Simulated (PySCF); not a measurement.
SMILES c1(C=C)sc(B)cc1 (C6H7BS), singlet at its GFN2-xTB optimised geometry (Å):

```
15

B     -1.4117    -2.8999     0.0003
C     -0.4591    -1.7176     0.0000
C      0.9240    -1.7176     0.0000
C      1.5058    -0.4505     0.0000
C      0.5786     0.5712     0.0000
C      0.8608     1.9810     0.0001
C     -0.0594     2.9417     0.0005
S     -1.0290    -0.0645     0.0002
H     -0.9703    -3.9829    -0.0005
H     -2.5675    -2.7241     0.0011
H      1.4912    -2.6324     0.0000
H      2.5675    -0.2734     0.0000
H      1.9144     2.2318    -0.0001
H     -1.1115     2.7097     0.0006
H      0.2102     3.9829     0.0004
```

Computed with PBE0/def2-TZVP in PySCF. Cells within 0.4 Å of a nucleus heavier than hydrogen are left out (blank, or x).

Map of the Laplacian of the electron density (e/bohr⁵), clipped to [-1.50, 1.50] on the plane z = 0.0 Å:

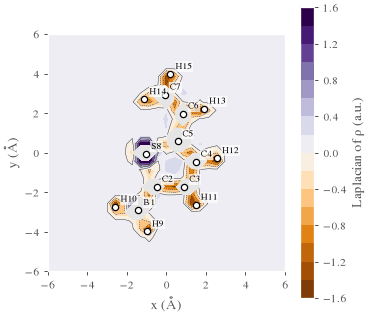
Figure. Laplacian of the electron density (e/bohr⁵), clipped to [-1.50, 1.50] on the plane z = 0.0 Å.
